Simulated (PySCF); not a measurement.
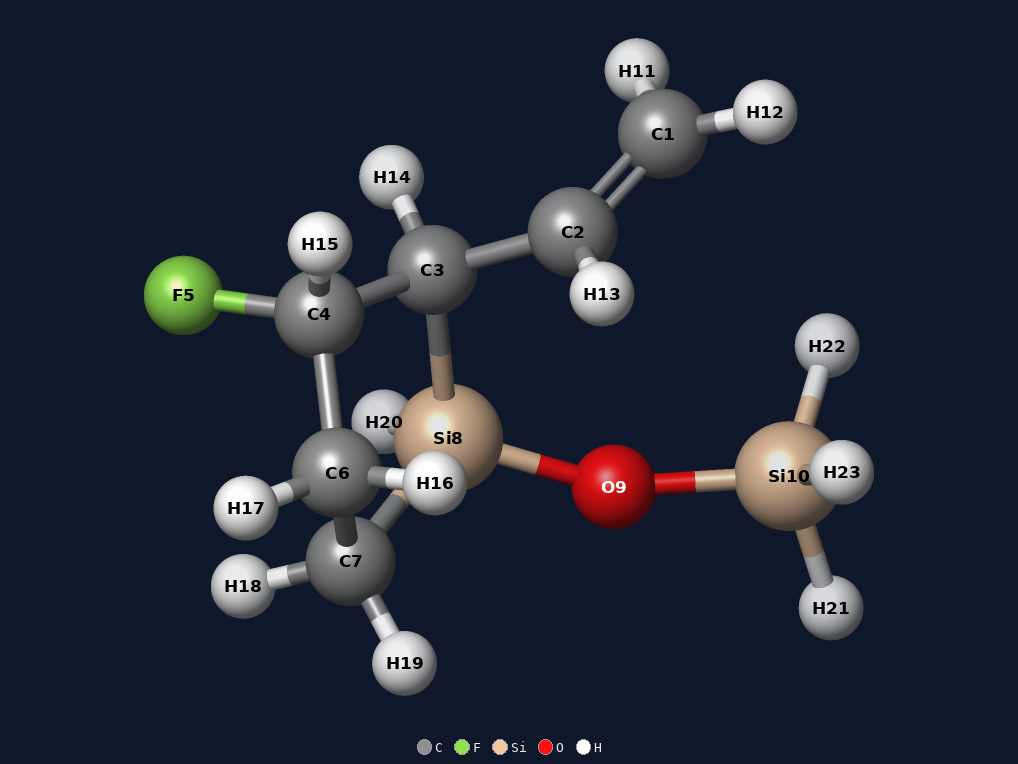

Computed geometry: GFN2-xTB optimisation. No frequency run is at hand to confirm it as a minimum. Electric field gradients from the ground-state density, PBE0/pcSseg-1 (PySCF 2.14.0), non-relativistic apart from any core potentials.

Give the largest field-gradient component, the quadrupole coupling constant and the asymmetry for 17O at O9 (Q = −25.6 mb), 2H at H11 (Q = 2.86 mb), 2H at H12 (Q = 2.86 mb), 2H at H13 (Q = 2.86 mb), 2H at H14 (Q = 2.86 mb).

| atom | V_zz (a.u.) | e²qQ/h (MHz) | η |
| --- | --- | --- | --- |
| O9 | 1.114 | −6.70 | 0.09 |
| H11 | 0.337 | 0.226 | 0.06 |
| H12 | 0.340 | 0.228 | 0.05 |
| H13 | 0.323 | 0.217 | 0.06 |
| H14 | 0.308 | 0.207 | 0.06 |

The geometry is semi-empirical. Around Si such bond lengths and angles can be off by a tenth of an ångström or more and by several degrees, and values that hang on the shape move with them.
